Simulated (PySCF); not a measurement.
Vertical excitations of a molecule C4H5FSi from PySCF with TDA-PBE/def2-SVPD, as energy in eV (oscillator strength): 4.74 (0.000), 5.29 (0.212), 5.64 (0.001), 5.73 (0.029), 5.73 (0.002), 6.28 (0.004), 6.73 (0.135), 6.74 (0.003), 7.09 (0.080), 7.15 (0.005). Lowest triplet (TDA): 3.28 eV. Coordinates come from a ωB97X-D3(BJ)/def2-SVP optimisation. Other conformers were not sampled.

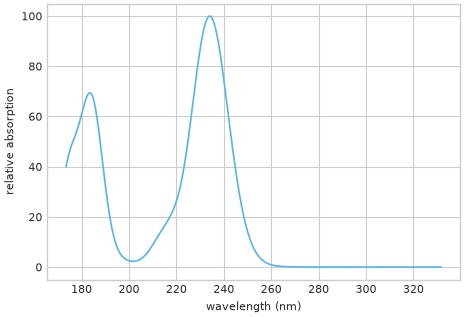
Fig. 1. The lines broadened by 0.4 eV.

**Question.** Identify the compound among the candidates.
A) FC1=C[SiH2]C=C1
B) C#C/C(F)=C/[SiH3]
C) C=C(F)C#C[SiH3]
D) C#C/C=C\[SiH2]F

**Answer.** D, C#C/C=C\[SiH2]F
